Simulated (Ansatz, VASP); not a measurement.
# Cross-check of SiC (Moissanite) between VASP and Ansatz, part 3 of 3

Aim: how closely do two programs agree when they are given the same cell, functional and k mesh?  Valence electrons are named where the data sets of a main pair hold unlike numbers.

VASP 6.6.1 and Ansatz 0.2.0.

So far. Step 6 (VASP: band structure, PBE): The run ends at a pressure of 3.52 GPa, with forces up to 0.75 eV/Å. Step 8 (VASP: band structure, r2SCAN): The run ends at a pressure of -0.05 GPa, with forces up to 0.77 eV/Å.

## 9. Ansatz: band structure, r2SCAN

Level of this step: Ansatz beside VASP: Kohn-Sham DFT, plane waves, r2SCAN (Ansatz).

The same cell, functional, mesh and smearing now go to Ansatz, which takes its cutoff from its data sets.

The cell is taken from a series of VASP runs on this material, whose earlier steps may have relaxed, scaled or displaced it; both programs get it as it stands.

Contents of input.yaml:

```yaml
crystal:
  lattice:
    - [3.076, 0.0, 0.0]
    - [-1.538, 2.663894142, 0.0]
    - [0.0, 0.0, 5.048]
  atoms:
    - { symbol: Si, position: [0.6666666667, 0.3333333333, 0.5] }
    - { symbol: Si, position: [0.3333333333, 0.6666666667, 0.0] }
    - { symbol: C, position: [0.6666666667, 0.3333333333, 0.885] }
    - { symbol: C, position: [0.3333333333, 0.6666666667, 0.385] }
hamiltonian:
  xc: r2scan
  pseudopotentials: { kind: paw }
kpoints:
  mp_grid: { grid: [8, 8, 4] }
  band_path:
    path:
      - [0.0, 0.0, 0.0]
      - [0.16667, 0.0, 0.0]
      - [0.33333, 0.0, 0.0]
      - [0.5, 0.0, 0.0]
      - [0.46296, 0.07407, 0.0]
      - [0.40741, 0.18519, 0.0]
      - [0.35185, 0.2963, 0.0]
      - [0.33333, 0.33333, 0.0]
      - [0.2963, 0.2963, 0.0]
      - [0.18519, 0.18519, 0.0]
      - [0.07407, 0.07407, 0.0]
      - [0.0, 0.0, 0.0]
      - [0.0, 0.0, 0.16667]
      - [0.0, 0.0, 0.33333]
      - [0.0, 0.0, 0.5]
      - [0.11111, 0.0, 0.5]
      - [0.33333, 0.0, 0.5]
      - [0.5, 0.0, 0.5]
      - [0.46296, 0.07407, 0.5]
      - [0.40741, 0.18519, 0.5]
      - [0.35185, 0.2963, 0.5]
      - [0.2963, 0.2963, 0.5]
      - [0.18519, 0.18519, 0.5]
      - [0.07407, 0.07407, 0.5]
      - [0.5, 0.0, 0.5]
      - [0.5, 0.0, 0.33333]
      - [0.5, 0.0, 0.16667]
      - [0.5, 0.0, 0.0]
      - [0.33333, 0.33333, 0.11111]
      - [0.33333, 0.33333, 0.27778]
      - [0.33333, 0.33333, 0.5]
    npoints: 1
scf:
  occupations: { method: gaussian, width: 0.03 }
  n_extra_bands: 8
output:
  forces: true
  stress: true
  eigenvalues: true
```

Run with:

```console
> ansatz run input.yaml --threads 2 --pin off --max-ram 4608MiB --backend cpu --events-out ev --progress --plain --runs-dir out
```

Numbers of over 12 decimals in the logs are rounded to 6 here.

Output:

```text
[...]
Crystal: 4 atoms, lattice volume = 41.364 Å³
Basis set: ecut = 500 eV, 1099 PW (Γ), exchange–correlation on 96×96×160 points (64 copies of the dense FFT grid, shifted against one another)
Bands: 16, of which v1, the nominal top of the filled ones, is band 8 counted from 1 (7 counted from 0)
Symmetry: 12 space group operations
[...]
k-points: 30 of 256 (time reversal used)
[...]
k-point 0: bands = [... 4 lower, 8.0405, 9.3874, 9.3874, 9.6849, 14.8510, 16.2292, 16.6955, 16.6955, ... 4 higher]
  k-point 1: bands = [... 4 lower, 8.2132, 8.2132, 9.1621, 9.1621, 15.1407, 16.8122, 16.8122, 17.1173, ... 4 higher]
  k-point 2: bands = [... 4 lower, 8.6614, 8.6614, 8.6614, 8.6614, 15.9679, 15.9679, 17.3745, 17.3745, ... 4 higher]
  k-point 29: bands = [... 4 lower, 4.0401, 4.0401, 7.7828, 7.7828, 14.7477, 14.7477, 16.4980, 16.4980, ... 4 higher]
[key lines of the parts left out:]
SCF converged after 7 iterations
Free energy (F): -1782.614402 eV
Fermi energy:    11.160862 eV
P = ⅓ Tr σ = 0.1867 GPa (1.867 kbar)
```

Wall time 3.4 s (2 threads of Arm Neoverse V2, shared host); peak memory 0.39 GiB; 5.7 s of CPU time.

## 10. Side by side

What differs besides the data sets and the points named for the pairs above, as far as they apply: VASP keeps PBE cores, Ansatz makes them for the functional; the cutoff is 500 eV in Ansatz and 460 eV in VASP. Total energies have different zeros and are not compared.

The two programs side by side:

```csv
quantity,Ansatz,VASP,difference
pressure (GPa),0.19,-0.05,+0.23
gap over the path points (eV),2.692,2.700,-0.007
```

Forces (eV/Å; atoms numbered as in POSCAR):

```csv
atom,"Ansatz x, y, z","VASP x, y, z"
Si1,"0.000, 0.000, 0.771","0.000, 0.000, 0.770"
Si2,"0.000, 0.000, 0.771","0.000, 0.000, 0.770"
C3,"0.000, 0.000, -0.771","0.000, 0.000, -0.770"
C4,"0.000, 0.000, -0.771","0.000, 0.000, -0.770"
```

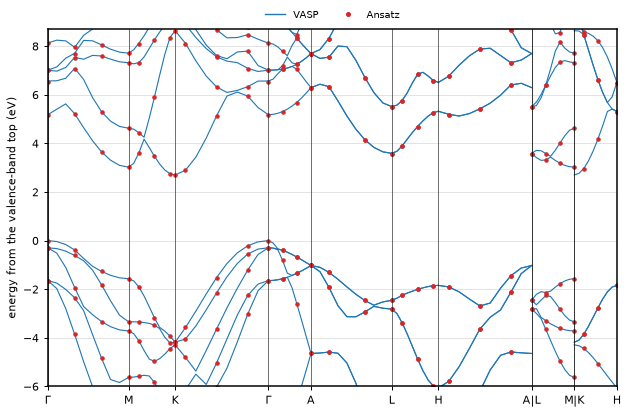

Bands from VASP (lines) and levels from Ansatz (dots). Dots without a line are higher empty bands that the VASP plot leaves out.

Levels at points of the path, from each program's valence-band top (eV; 4 filled, then empty):

```csv
k (reciprocal lattice),Ansatz,VASP
0.000 0.000 0.000,-1.64 -0.30 -0.30 0.00 5.17 6.54 7.01,-1.65 -0.30 -0.30 0.00 5.18 6.57 7.01
0.167 0.000 0.000,-2.35 -1.93 -0.61 -0.39 5.21 7.08 7.52,-2.35 -1.93 -0.61 -0.39 5.22 7.09 7.54
0.333 0.000 0.000,-4.85 -3.33 -1.82 -1.27 3.64 5.29 7.58,-4.85 -3.33 -1.82 -1.27 3.65 5.30 7.59
0.500 0.000 0.000,-5.63 -3.72 -3.34 -1.57 3.02 4.62 7.30,-5.63 -3.72 -3.34 -1.57 3.02 4.63 7.32
0.463 0.074 0.000,-5.58 -4.12 -3.35 -1.91 3.60 4.43 7.31,-5.58 -4.12 -3.35 -1.91 3.61 4.44 7.32
0.407 0.185 0.000,-5.83 -4.97 -3.47 -3.18 3.46 5.89 8.25,-5.83 -4.97 -3.47 -3.18 3.47 5.90 8.26
0.352 0.296 0.000,-6.58 -4.44 -4.21 -3.93 2.74 8.35 9.10,-6.58 -4.45 -4.21 -3.93 2.75 8.36 9.12
0.333 0.333 0.000,-6.75 -4.29 -4.18 -4.18 2.69 8.62 9.33,-6.75 -4.29 -4.18 -4.18 2.70 8.63 9.35
0.296 0.296 0.000,-6.14 -4.81 -4.05 -3.58 2.89 8.11 8.88,-6.14 -4.81 -4.05 -3.58 2.90 8.12 8.89
0.185 0.185 0.000,-5.04 -3.64 -2.15 -1.52 5.12 6.32 7.55,-5.04 -3.64 -2.15 -1.52 5.13 6.32 7.56
```

The forces differ by 0.5 meV/Å r.m.s., which is 0.1 % of the r.m.s. force of 0.444 eV/Å (both taken over all components). Among the levels compared at these points, filled levels agree within 2 meV and empty ones within 23 meV.

## 11. Outcome

* largest difference of a filled level at the path points (band structure, LDA): 9.2 meV
* largest difference of a filled level at the path points (band structure, PBE): 4.3 meV
* largest difference of a filled level at the path points (band structure, r2SCAN): 2.5 meV

In words: The largest difference of a filled level at the path points is 9.2 meV (band structure, LDA), within the 80 meV picked in this series as the mark of a large difference. 2 further runs of this series are not shown here. How closely two codes agree says nothing of how well the functional describes the real material.

[Lines on the potential files, build, host, timing and source positions are cut from VASP's logs without a mark.]

[Logs are printed without paths, hosts, clocks, repeated set-up lines and the standing remarks that a program may print on its own settings, such as how far it seeks lower states.]

[Hosts, paths, dates, database ids (printed as entryN), source tags and the programs' standing remarks are cut or masked in the printed files.]
